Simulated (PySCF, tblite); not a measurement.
# C₇H₁₅NSi: geometry, infrared bands and NMR shifts

Aim: predict the infrared bands and NMR shifts of C₇H₁₅NSi (`[H]/N=C/[C@H](CCC)[C@@H]1C[SiH2]1`).

Computed with tblite 0.8.0 and PySCF 2.14.0, with density-fitted response routines of our own, on a single molecule in the gas phase. Atoms count from 0, in the outputs and in this text.

## (1) Starting geometry

24 atoms, charge 0, multiplicity 1; geometry from: force field or distance geometry start.

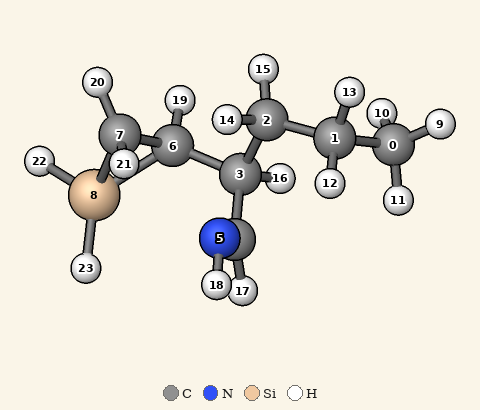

As it starts; carbon grey, nitrogen blue, silicon light orange, hydrogen white, atoms numbered.

## (2) Optimising the geometry with GFN2-xTB

What the job is given:

```
{"job": {"kind": "relax", "xc": "GFN2-xTB", "basis": "xTB"}, "charge": 0, "multiplicity": 1}
C      2.925500    -0.214200    -0.671400
C      1.918300    -0.984100     0.151300
C      0.815900    -0.168100     0.698800
C     -0.039400     0.518600    -0.401400
C     -0.585400    -0.618600    -1.199000
N     -0.834100    -1.768200    -0.657300
C     -1.069900     1.277600     0.368700
C     -1.941900     0.412500     1.258400
Si    -2.821900     1.424800    -0.069200
H      3.915000    -0.652200    -0.460000
H      2.923100     0.872000    -0.380700
H      2.636000    -0.360800    -1.720600
H      1.527700    -1.866700    -0.366900
H      2.500500    -1.356800     1.056900
H      0.105000    -0.845800     1.232800
H      1.091200     0.643200     1.402300
H      0.645800     1.146300    -0.992300
H     -0.789100    -0.501300    -2.281000
H     -1.204700    -2.502700    -1.260700
H     -0.632700     2.209000     0.845400
H     -1.988400     0.762100     2.306400
H     -2.057700    -0.666100     1.064900
H     -3.582600     2.554100     0.569200
H     -3.467900     0.705400    -1.153300
```

The run is started by

```console
OMP_NUM_THREADS=1 python probes_run.py task.json out
```

The driver reads the jobs from task.json and runs them one after another.

Standard output:

```text
step      E/eV     max force
  0    -739.28214    2.712
  1    -739.63218    1.967
  2    -739.75003    1.074
  3    -739.85388    0.620
  4    -739.93683    0.588
  5    -739.97194    0.429
  6    -740.01052    0.329
  7    -740.02933    0.262
  8    -740.04541    0.269
  9    -740.06083    0.256
 10    -740.07835    0.277
 11    -740.09457    0.301
 12    -740.10851    0.234
 13    -740.12042    0.222
 14    -740.13160    0.261
 15    -740.14136    0.314
 16    -740.14886    0.258
 17    -740.15541    0.205
 18    -740.16199    0.170
 19    -740.16771    0.154
 20    -740.17219    0.148
 21    -740.17611    0.123
 22    -740.18040    0.132
 23    -740.18526    0.140
 24    -740.18980    0.148
 25    -740.19323    0.135
 26    -740.19598    0.107
 27    -740.19843    0.114
 28    -740.20041    0.093
 29    -740.20196    0.083
 30    -740.20342    0.076
 31    -740.20516    0.111
 32    -740.20728    0.143
 33    -740.20947    0.133
 34    -740.21148    0.094
 35    -740.21353    0.125
 36    -740.21594    0.122
 37    -740.21861    0.149
 38    -740.22105    0.130
 39    -740.22287    0.085
 40    -740.22419    0.086
 41    -740.22536    0.077
 42    -740.22649    0.091
 43    -740.22741    0.072
 44    -740.22809    0.056
 45    -740.22854    0.065
 46    -740.22900    0.048
 47    -740.22942    0.049
 48    -740.22996    0.054
 49    -740.23036    0.057
 50    -740.23103    0.065
 51    -740.23160    0.053
 52    -740.23210    0.043
 53    -740.23247    0.036
 54    -740.23285    0.056
 55    -740.23327    0.053
 56    -740.23364    0.031
 57    -740.23388    0.028
 58    -740.23403    0.026
 59    -740.23418    0.026
 60    -740.23435    0.026
 61    -740.23450    0.023
 62    -740.23461    0.019
 63    -740.23467    0.019
 64    -740.23474    0.021
 65    -740.23483    0.025
 66    -740.23494    0.021
 67    -740.23505    0.021
 68    -740.23512    0.022
 69    -740.23518    0.021
 70    -740.23524    0.015
 71    -740.23529    0.014
 72    -740.23533    0.016
 73    -740.23537    0.015
 74    -740.23542    0.016
 75    -740.23547    0.013
 76    -740.23552    0.012
 77    -740.23555    0.015
 78    -740.23560    0.016
 79    -740.23566    0.016
 80    -740.23572    0.017
 81    -740.23578    0.015
 82    -740.23583    0.017
 83    -740.23588    0.018
 84    -740.23593    0.016
 85    -740.23599    0.015
 86    -740.23603    0.013
 87    -740.23607    0.014
 88    -740.23611    0.016
 89    -740.23617    0.021
 90    -740.23625    0.020
 91    -740.23632    0.016
 92    -740.23637    0.015
 93    -740.23641    0.014
 94    -740.23646    0.017
 95    -740.23651    0.016
 96    -740.23656    0.011
 97    -740.23659    0.013
 98    -740.23663    0.013
 99    -740.23667    0.013
100    -740.23671    0.014
101    -740.23674    0.013
102    -740.23677    0.013
103    -740.23680    0.012
104    -740.23683    0.010
```

Run time: 1 s. Hardware: 1 thread of Arm Neoverse V1, shared host; peak memory 0.18 GiB.

Relaxation path: (not every step is listed)

```
step  energy from step 0 (eV)  largest force (eV/Å)
   0                   0.0000                2.7125
   1                  -0.3500                1.9668
   2                  -0.4679                1.0740
   3                  -0.5717                0.6200
   4                  -0.6547                0.5879
   5                  -0.6898                0.4287
   6                  -0.7284                0.3293
   7                  -0.7472                0.2620
   8                  -0.7633                0.2687
  17                  -0.8733                0.2051
  26                  -0.9138                0.1075
  35                  -0.9314                0.1247
  44                  -0.9459                0.0563
  53                  -0.9503                0.0365
  62                  -0.9525                0.0187
  71                  -0.9531                0.0145
  80                  -0.9536                0.0166
  89                  -0.9540                0.0205
  98                  -0.9545                0.0132
  99                  -0.9545                0.0135
 100                  -0.9546                0.0136
 101                  -0.9546                0.0133
 102                  -0.9546                0.0132
 103                  -0.9547                0.0121
 104                  -0.9547                0.0105
```

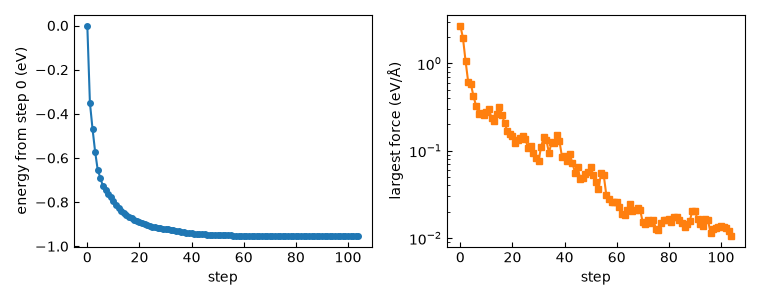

Energy and largest force along the relaxation.

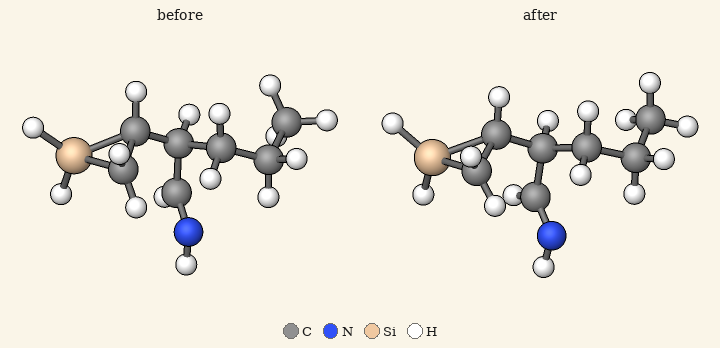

Before and after, at one scale.

Distances of close pairs at the start and the end, largest changes first:

```
   bond  before (Å)  after (Å)  change (Å)
 C6–Si8       1.812      1.891      +0.079
Si8–H22       1.504      1.452      -0.052
  C1–C2       1.477      1.528      +0.052
 C6–H19       1.134      1.087      -0.047
 C1–H13       1.139      1.093      -0.047
  C4–N5       1.295      1.254      -0.041
 C0–H10       1.124      1.088      -0.036
  C3–C6       1.494      1.526      +0.032
```

The end geometry stands in the next job.

## (3) Vibrational analysis with GFN2-xTB

What the job is given:

```
{"job": {"kind": "ir", "xc": "GFN2-xTB", "basis": "xTB"}, "charge": 0, "multiplicity": 1}
C      3.017598    -0.165718    -0.677042
C      2.077722    -1.001955     0.184397
C      0.910610    -0.206862     0.769130
C     -0.052470     0.363747    -0.279479
C     -0.713673    -0.695373    -1.099630
N     -0.833810    -1.875313    -0.692941
C     -1.124341     1.201496     0.411607
C     -2.164394     0.474471     1.277012
Si    -2.912446     1.424757    -0.160426
H      3.881886    -0.756571    -0.972365
H      3.370399     0.704133    -0.126135
H      2.522555     0.176082    -1.582638
H      1.681586    -1.832866    -0.400310
H      2.647508    -1.424856     1.015377
H      0.341681    -0.863022     1.427693
H      1.301880     0.622464     1.364281
H      0.494975     1.025969    -0.960805
H     -1.108814    -0.327162    -2.060149
H     -1.330840    -2.509450    -1.314701
H     -0.670517     2.056927     0.905412
H     -2.268116     0.817393     2.297130
H     -2.126107    -0.604865     1.222962
H     -3.519586     2.718506     0.095866
H     -3.435021     0.697829    -1.302827
```

Standard output:

```text
mode    cm-1     km/mol
  1      34.4      0.01
  2      50.0      3.70
  3      68.2      2.04
  4     111.3      0.82
  5     143.7      0.14
  6     216.6      1.99
  7     224.4      1.36
  8     240.8      0.26
  9     288.5      6.18
 10     320.0      4.43
 11     370.5      1.09
 12     420.6      0.72
 13     461.5     40.95
 14     517.5     26.11
 15     542.0    149.93
 16     607.4      9.32
 17     704.1     26.34
 18     739.6     29.38
 19     742.5     19.67
 20     757.3    164.38
 21     777.1     18.73
 22     785.4     28.18
 23     873.6      3.60
 24     915.4      6.58
 25     928.3     19.68
 26     952.7     15.61
 27     976.2     40.55
 28    1019.8     19.42
 29    1037.4      5.15
 30    1052.2      0.53
 31    1081.4      3.44
 32    1103.6      6.98
 33    1123.7      3.97
 34    1136.6      9.70
 35    1165.4     19.14
 36    1195.0     22.18
 37    1226.4     19.32
 38    1236.1      7.08
 39    1265.0     13.56
 40    1290.7      0.50
 41    1338.8      5.18
 42    1351.6      2.59
 43    1357.1      1.21
 44    1383.4     20.56
 45    1414.4      2.09
 46    1438.9      1.93
 47    1468.2      0.80
 48    1494.7      0.80
 49    1505.6      2.34
 50    1515.1      1.84
 51    1739.6    113.47
 52    2358.4    438.27
 53    2359.4    173.49
 54    2792.4    138.96
 55    2912.4     41.51
 56    2960.0     24.91
 57    2969.1     53.58
 58    2990.4     49.56
 59    3001.9     16.19
 60    3009.0     26.12
 61    3026.2     64.91
 62    3030.7     64.76
 63    3040.5     35.18
 64    3058.0     24.67
 65    3071.9     24.12
 66    3333.5     24.46
```

Run time: 1.2 s. Hardware: 1 thread of Arm Neoverse V1, shared host; peak memory 0.18 GiB.

Which atoms move in the most intense modes:

```
cm⁻¹  km/mol                         atoms
 542   149.9            H23 50 %, H22 34 %
 757   164.4  H22 32 %, H23 26 %, Si8 11 %
1740   113.5              C4 59 %, N5 37 %
2358   438.3            H22 85 %, H23 11 %
2359   173.5            H23 86 %, H22 11 %
2792   139.0                      H17 93 %
3026    64.9                      H10 81 %
3031    64.8             H9 62 %, H11 27 %
```

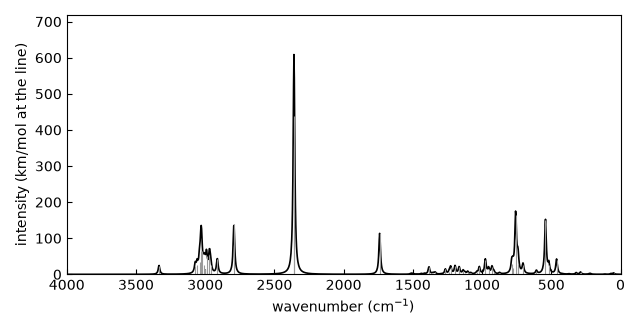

The infrared spectrum from these modes, unscaled. Lines are broadened to a width of 14 cm⁻¹ (Lorentzian).

## (4) Nuclear shieldings: PBE0/pcSseg-1

Same as in step 3 but for these lines:

```diff
@@ -1,2 +1,2 @@
-{"job": {"kind": "ir", "xc": "GFN2-xTB", "basis": "xTB"}, "charge": 0, "multiplicity": 1}
+{"job": {"kind": "nmr", "xc": "PBE0", "basis": "pcSseg-1"}, "charge": 0, "multiplicity": 1}
 C      3.017598    -0.165718    -0.677042
```

With the program's defaults for keys left out, this is: GIAO PBE0/pcSseg-1 NMR shielding, non-relativistic, gas phase.

Standard output:

```text
coarse grid: 19592 points
cycle   1  E = -619.2347777951  dE =  9.809e-01  |g| = 5.764e-01  |ddm| = 4.331e+00
cycle   2  E = -619.1406662725  dE =  9.411e-02  |g| = 8.418e-01  |ddm| = 1.544e+00
cycle   3  E = -619.3225575529  dE = -1.819e-01  |g| = 9.702e-02  |ddm| = 1.017e+00
cycle   4  E = -619.3243002821  dE = -1.743e-03  |g| = 4.999e-02  |ddm| = 1.154e-01
cycle   5  E = -619.3248233675  dE = -5.231e-04  |g| = 1.428e-02  |ddm| = 5.345e-02
cycle   6  E = -619.3248707804  dE = -4.741e-05  |g| = 5.199e-03  |ddm| = 1.955e-02
cycle   7  E = -619.3248771694  dE = -6.389e-06  |g| = 6.711e-04  |ddm| = 5.231e-03
final grid: 181960 points
cycle   8  E = -619.3795037129  dE = -7.290e-05  |g| = 1.075e-02  |ddm| = 4.455e-02
cycle   9  E = -619.3794846386  dE =  1.907e-05  |g| = 1.374e-02  |ddm| = 2.313e-02
cycle  10  E = -619.3795326241  dE = -4.799e-05  |g| = 1.507e-03  |ddm| = 1.462e-02
cycle  11  E = -619.3795331658  dE = -5.418e-07  |g| = 4.927e-04  |ddm| = 2.011e-03
cycle  12  E = -619.3795332177  dE = -5.182e-08  |g| = 1.364e-04  |ddm| = 4.970e-04
cycle  13  E = -619.3795332210  dE = -3.356e-09  |g| = 7.097e-05  |ddm| = 1.814e-04
cycle  14  E = -619.3795332222  dE = -1.141e-09  |g| = 1.200e-05  |ddm| = 7.754e-05
cycle  15  E = -619.3795332222  dE = -3.888e-11  |g| = 2.502e-06  |ddm| = 1.538e-05
converged SCF energy = -619.3795332222

GIAO shielding tensors (ppm)
atom      isotropic    diamagn.    paramagn.     s11        s22        s33       span
  0 C      172.265     247.325     -75.060    158.047    172.123    186.625     28.578
  1 C      164.974     246.647     -81.673    156.095    164.716    174.111     18.016
  2 C      149.748     249.099     -99.351    130.888    147.493    170.863     39.975
  3 C      143.313     248.196    -104.883    128.138    145.112    156.690     28.552
  4 C        9.247     254.971    -245.723    -96.220     -2.029    125.990    222.211
  5 N      -92.859     322.055    -414.914   -426.900    -91.587    239.909    666.810
  6 C      174.717     249.363     -74.646    148.617    164.387    211.148     62.531
  7 C      193.323     253.785     -60.462    168.385    197.366    214.217     45.832
  8 Si     501.318     881.530    -380.212    398.628    415.381    689.945    291.317
  9 H       30.637      27.398       3.239     25.813     27.642     38.456     12.643
 10 H       31.081      29.869       1.212     26.995     29.072     37.177     10.182
 11 H       30.770      31.271      -0.501     25.635     31.154     35.520      9.885
 12 H       29.782      31.710      -1.928     24.115     30.832     34.399     10.284
 13 H       30.338      30.098       0.240     24.356     29.179     37.479     13.122
 14 H       29.008      33.707      -4.699     23.998     30.256     32.769      8.771
 15 H       30.532      34.012      -3.480     25.376     31.670     34.550      9.174
 16 H       28.611      34.485      -5.874     22.080     29.859     33.895     11.815
 17 H       23.541      33.031      -9.490     21.726     23.368     25.530      3.804
 18 H       20.897      30.994     -10.097     14.058     23.106     25.528     11.469
 19 H       30.655      32.621      -1.966     24.153     29.036     38.777     14.624
 20 H       31.147      30.029       1.118     25.536     26.394     41.512     15.976
 21 H       30.810      31.944      -1.134     24.409     29.727     38.294     13.885
 22 H       29.204      30.202      -0.998     23.652     26.240     37.721     14.069
 23 H       29.324      30.998      -1.674     23.321     28.548     36.104     12.783
```

It took 66 s on 1 thread of Arm Neoverse V1, shared host; peak memory 0.98 GiB.

Shifts follow as δ = σ(reference) − σ, with reference shieldings (ppm) from runs at the same level and on the same kind of geometry: 1H TMS 31.72, 13C TMS 186.9, 29Si TMS 349.2, 15N NH3 267.7. The references are single molecules in the gas phase, so shifts against H2O, NH3, PH3, H3PO4 or CFCl3 are not on the usual liquid scales and can be off by tens of ppm. Atoms listed in one row are averaged.

```
       atoms                             environment  σ (ppm)  δ (ppm)
          C4                carbon bonded to C, N, H      9.2    177.7
          C3                 carbon bonded to 3 C, H    143.3     43.6
          C2               carbon bonded to 2 C, 2 H    149.7     37.2
          C1               carbon bonded to 2 C, 2 H    165.0     22.0
          C0                 carbon bonded to C, 3 H    172.3     14.7
          C6             carbon bonded to 2 C, Si, H    174.7     12.2
          C7             carbon bonded to C, Si, 2 H    193.3     -6.4
         H18      hydrogen on a nitrogen bonded to C    20.90    10.82
         H17     hydrogen on a carbon bonded to C, N    23.54     8.18
         H16      hydrogen on a carbon bonded to 3 C    28.61     3.11
         H14      hydrogen on a carbon bonded to 2 C    29.01     2.71
         H22     hydrogen on a silicon bonded to 2 C    29.20     2.51
         H23     hydrogen on a silicon bonded to 2 C    29.32     2.39
         H12      hydrogen on a carbon bonded to 2 C    29.78     1.94
         H13      hydrogen on a carbon bonded to 2 C    30.34     1.38
         H15      hydrogen on a carbon bonded to 2 C    30.53     1.19
         H19  hydrogen on a carbon bonded to 2 C, Si    30.66     1.06
         H21    hydrogen on a carbon bonded to C, Si    30.81     0.91
H9, H10, H11        hydrogen on a carbon bonded to C    30.83     0.89
         H20    hydrogen on a carbon bonded to C, Si    31.15     0.57
          N5                 nitrogen bonded to C, H    -92.9    360.6
         Si8              silicon bonded to 2 C, 2 H    501.3   -152.2
```

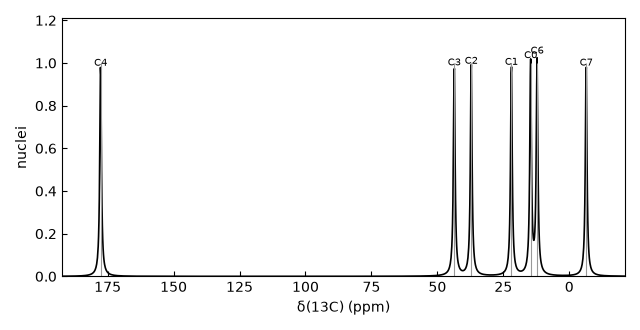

13C lines at the computed shifts, without couplings. Lines are broadened to a width of 0.74 ppm (Lorentzian).

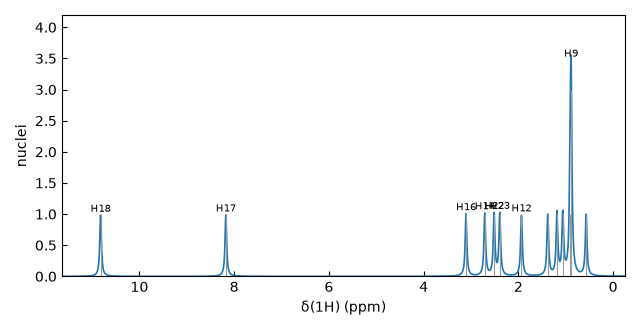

1H lines at the computed shifts, without couplings. Lines are broadened to a width of 0.04 ppm (Lorentzian).

Charges from the same density, by scheme (e):

```
atoms  Mulliken    IAO  Hirshfeld  ESP fit
   C0     -0.28  -0.42      -0.12    -0.23
   C1     -0.25  -0.25      -0.07     0.00
   C2     -0.14  -0.25      -0.07    -0.22
   C3     -0.24  -0.12      -0.03     0.01
   C4      0.06   0.05       0.06     0.43
   N5     -0.33  -0.44      -0.20    -0.68
   C6     -0.41  -0.34      -0.11    -0.38
   C7     -0.41  -0.52      -0.17    -0.51
  Si8      0.49   0.59       0.28     0.15
```

Hirshfeld charges:

C0 -0.12; C1 -0.07; C2 -0.07; C3 -0.03; C4 0.06; N5 -0.20; C6 -0.11; C7 -0.17; Si8 0.28; H9 0.04; H10 0.04; H11 0.03; H12 0.03; H13 0.04; H14 0.03; H15 0.03; H16 0.04; H17 0.04; H18 0.11; H19 0.04; H20 0.04; H21 0.04; H22 -0.07; H23 -0.07

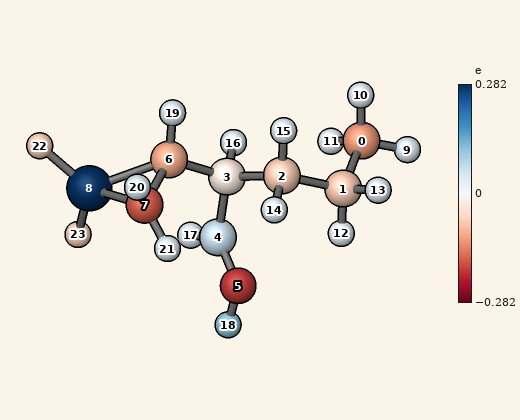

Hirshfeld charges, as colours on the atoms.

Mayer bond orders: C0–C1 1.05, C1–C2 1.06, C2–C3 1.00, C3–C4 0.97, C4–N5 1.98, C3–C6 1.02, C6–C7 0.88, C7–Si8 0.97, Si8–C6 0.94.

Ring of atoms C6, C7, Si8: NICS(0) -28.3, NICS(1) -8.8, NICS(1)zz -17.5 ppm (means of both faces).

In rings of three or four atoms NICS is ruled by the nearby σ bonds, so it says little on aromaticity.

## (5) Outcome

```
                                                              quantity                                                                              value
                             strongest single infrared mode (GFN2-xTB)                                                              2358 cm⁻¹, 438 km/mol
                                          zero-point energy (GFN2-xTB)                                                                     126.7 kcal/mol
                                13C shifts against TMS (PBE0/pcSseg-1)                                      177.7, 43.6, 37.2, 22.0, 14.7, 12.2, -6.4 ppm
1H shifts against TMS (PBE0/pcSseg-1, means over atoms taken as alike)  10.82, 8.18, 3.11, 2.71, 2.51, 2.39, 1.94, 1.38, 1.19, 1.06, 0.91, 0.89, 0.57 ppm
                                15N shifts against NH3 (PBE0/pcSseg-1)                                                                          360.6 ppm
                               29Si shifts against TMS (PBE0/pcSseg-1)                                                                         -152.2 ppm
```

**Reading.** Relaxing lowered the energy by 0.955 eV in 104 steps; the close pair that moved most is C6–Si8, from 1.812 to 1.891 Å. No mode is imaginary among the 66: a minimum at this level. Unscaled tight-binding wavenumbers are off by several per cent, some by more. Its intensities can rank the bands wrongly. At PBE0/pcSseg-1: The widest tensor belongs to N5: span 667 ppm, with a paramagnetic part of -415 ppm.
